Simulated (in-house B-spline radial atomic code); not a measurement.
**Sc¹⁹⁺: excited configurations**

Aim: the energies of several excited configurations of Sc¹⁹⁺ above a reference configuration, each from its own self-consistent run.

Method: Dirac-Hartree-Fock, average of configuration, Fermi nucleus, basis-set limit. Code: in-house B-spline radial atomic code version 1.

## (1) The atom as given

```
element       : scandium (Z = 21)
charge        : +19
electrons     : 2
configuration : 1s2
Hamiltonian   : Dirac-Coulomb
nucleus       : Fermi, rms radius 3.546 fm
```

The run's settings:

```ini
Z = 21
electrons = 2.0
configuration = 1s2
hamiltonian = dirac
method = hf
spin_polarised = False
nucleus = fermi
rms_radius = 3.5459
mass_number = 45
atomic_mass = 44.955907051
speed_of_light = 137.035999084
```

This reference run was done before. Its total energy is -430.491723 hartree, and its levels are (the highest eight at most):

```csv
orbital,occupation,energy (eV),<r> (bohr)
1s1/2,2,-5680.08,0.07217
```

## (2) Run with 1s1 4p1

The run's settings:

```ini
Z = 21
electrons = 2.0
configuration = 1s1 4p1
hamiltonian = dirac
method = hf
spin_polarised = False
nucleus = fermi
rms_radius = 3.5459
mass_number = 45
atomic_mass = 44.955907051
speed_of_light = 137.035999084
```

## (3) Configuration 1s1 5g1

The settings differ from step 2 so:

```diff
@@ -2,3 +2,3 @@
 electrons = 2.0
-configuration = 1s1 4p1
+configuration = 1s1 5g1
 hamiltonian = dirac
```

## (4) Configuration 1s1 3d1

The settings differ from step 3 so:

```diff
@@ -2,3 +2,3 @@
 electrons = 2.0
-configuration = 1s1 5g1
+configuration = 1s1 3d1
 hamiltonian = dirac
```

## (5) 1s1 2p1

The settings differ from step 4 so:

```diff
@@ -2,3 +2,3 @@
 electrons = 2.0
-configuration = 1s1 3d1
+configuration = 1s1 2p1
 hamiltonian = dirac
```

## (6) 1s1 3p1

The settings differ from step 5 so:

```diff
@@ -2,3 +2,3 @@
 electrons = 2.0
-configuration = 1s1 2p1
+configuration = 1s1 3p1
 hamiltonian = dirac
```

Q: How far above the reference does each configuration lie (order and size, in eV)?

As calculated:

| net move | configuration | energy above the reference (eV) | with Breit, QED, recoil (eV) | largest <r> (bohr) |
| --- | --- | --- | --- | --- |
| 1s → 2p | 1s1 2p1 | 4305.73 | 4300.85 | 0.248 |
| 1s → 3p | 1s1 3p1 | 5069.70 | 5064.68 | 0.621 |
| 1s → 3d | 1s1 3d1 | 5073.10 | 5068.02 | 0.524 |
| 1s → 4p | 1s1 4p1 | 5336.54 | 5331.48 | 1.14 |
| 1s → 5g | 1s1 5g1 | 5460.78 | 5455.70 | 1.37 |

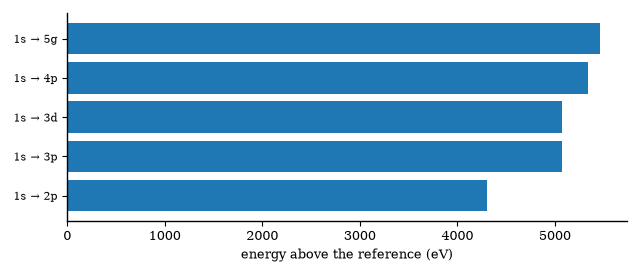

The configurations in order of energy, labelled by the net move of electrons.

Quantum defects of the promoted electron, δ = n − ζ/√(−2ε) with ζ = 20 and ε its orbital energy in hartree:

| promotion | δ |
| --- | --- |
| 1s → 2p | 0.009 |
| 1s → 3p | 0.010 |
| 1s → 3d | 0.002 |
| 1s → 4p | 0.011 |
| 1s → 5g | 0.001 |

**Reading.** The energies run from 4305.73 eV (1s → 2p) to 5460.78 eV (1s → 5g). Of those tabulated, the defect is largest for 4p (0.01) and least for 5g (0.00); at this charge much of the defect is relativistic. These are averages over configurations, without correlation, not spectroscopic levels.
